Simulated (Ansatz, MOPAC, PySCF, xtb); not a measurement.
CHN (SMILES C#N) and HBr (SMILES Br) are pulled apart as rigid monomers along the line of their centres of mass, from the B3LYP-D3(BJ)/def2-TZVP minimum. Starting geometry (charge 0, multiplicity 1):
```xyz
5

C     -0.43984    -0.08430    -0.45793
N     -0.26343    -0.21409     0.66507
H     -0.60444     0.03681    -1.50541
Br     0.28213    -0.61515     4.13039
H      0.06018    -0.45154     2.72170
```

Interaction energies with rigid monomers; basis-set methods are counterpoise corrected unless marked otherwise.

Rows in 6-31G* carry no dispersion term and start afresh at each structure (6-31G* with six Cartesian d functions); the Pople sets are all-electron and without relativity. The state reached by PM7 isn't checked; PM7 holds dispersion and hydrogen-bond terms.

Codes used: Ansatz (a program for electronic structure); MOPAC for PM7 (differences of heats of formation); PySCF for 6-31G* rows; xtb for the GFN methods. Each number belongs to the level named beside it.

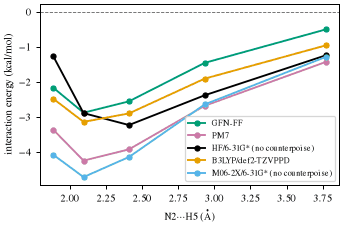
Figure. Interaction energy against separation

Problem. Which level binds most strongly at N2···H5 = 2.10, and by how much?

Solution. M06-2X/6-31G* (no counterpoise), -4.7 kcal/mol.
